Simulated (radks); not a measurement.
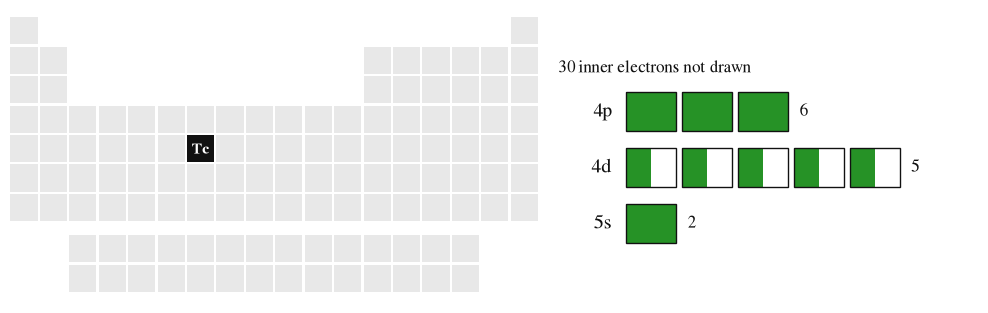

**Figure 1.** Left, the place of technetium in the periodic table; right, the outer shells as the input fills them: a box for each of the 2l + 1 orbitals, shaded by the share of the shell that is filled, with the electron count at the right.

Run report: Tc, atomic calculation

- system: Tc, configuration [Kr] 4d5 5s2.
- method: non-relativistic Kohn-Sham, LDA (Slater exchange, Perdew-Wang correlation), spin-unpolarised, spherical densities, point nucleus (radks)

The input:
```
Z 43
configuration [Kr] 4d5 5s2
relativity non-relativistic
functional lda,pw
spin unpolarised
nucleus point
history 1
mixing 0.05
max_iterations 75
```

Energies in input and log are in hartree, lengths in bohr.

The run was one of a batch that the task file lists, launched with:
```bash
python <driver script> task.json out
```

Log:
```
1s      1   2.0000        -745.62534355
2s      1   2.0000        -104.55399373
2p      1   6.0000         -96.59796972
3s      1   2.0000         -18.14154405
3p      1   6.0000         -15.04863228
3d      1  10.0000          -9.34740765
4s      1   2.0000          -2.55258130
4p      1   6.0000          -1.64529006
4d      1   5.0000          -0.27260849
5s      1   2.0000          -0.18591338
Etot -4202.171591986846
Ekin 4198.750941428905
Encl -10004.180071012106
Eh 1724.8664931161738
Exc -121.60895551981903
err 0.04317010525160304
it 75
```

What the run reported:

| quantity | value |
| --- | --- |
| outcome | not converged |
| total energy | −4202.1716 hartree |
| kinetic energy | 4198.7509 hartree |
| electron–nucleus energy | −10004.1801 hartree |
| Hartree energy | 1724.8665 hartree |
| exchange–correlation energy | −121.608956 hartree |
| SCF iterations | 75 |
| hardware | 1 thread of Intel Xeon, 149 GiB of memory available, shared host |

Diagnosis:

A numerical setting was moved from its usual value: mixing history nhist = 1, mixing factor beta = 0.05. The run did not meet its convergence test in 75 iterations, so its last values are not results.
